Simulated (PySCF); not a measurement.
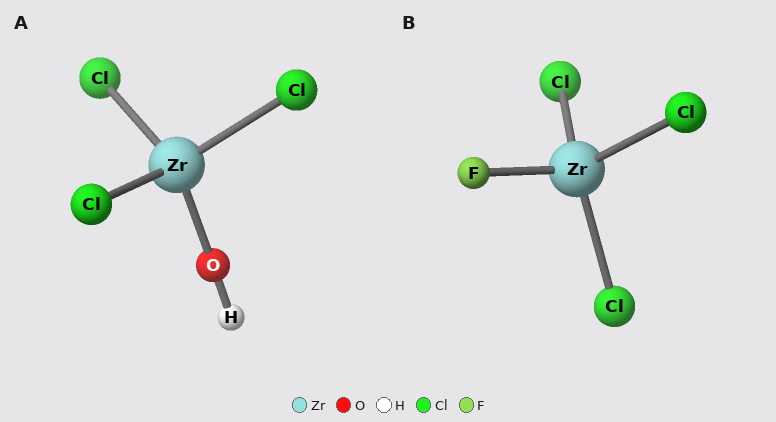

Two related species, optimised with PBE0-D3(BJ)/def2-SVP; properties computed with PySCF 2.14.0. Both: charge 0, singlet.

**What are A and B?**

A is Zr(OH)Cl3, B is ZrFCl3.

Compare them. With CAM-B3LYP/def2-SVPD, core potentials on Zr: dipole moment (D), HOMO–LUMO gap (eV), HOMO energy (Kohn–Sham orbital) (eV), lowest vertical singlet excitation (eV), mean static polarisability (bohr³). With PBE0-D3(BJ)/def2-SVP: mean Zr–Cl length (Å).

```tsv
quantity	A	B
dipole moment (D)	2.99	0.08
HOMO–LUMO gap (eV)	9.66	9.55
HOMO energy (Kohn–Sham orbital) (eV)	−10.71	−11.10
lowest vertical singlet excitation (eV)	6.14	6.03
mean static polarisability (bohr³)	85.0	79.6
mean Zr–Cl length (Å)	2.339	2.325
```

Each is one conformer, and no frequency run is at hand to confirm it as a minimum.
